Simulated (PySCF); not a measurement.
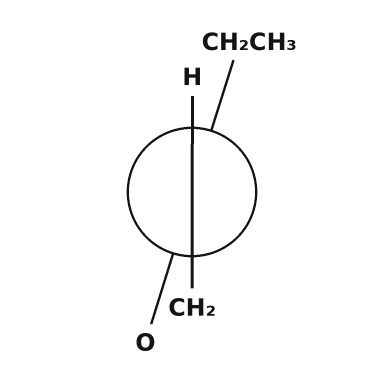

A Newman projection along the C–C bond, carbon in front; angles are drawn as computed, but eclipsed bonds slightly apart. Geometry: an image of a reaction path computed with GFN2-xTB, not a minimum.

Question: Which molecule is it?

Answer: C5H8O, C=CC(=O)CC

Question: What is the torsion angle from the front CH2 to the back O? The sign is positive where the front bond must turn clockwise to cover the back bond.

Answer: 4°, synperiplanar (eclipsed).
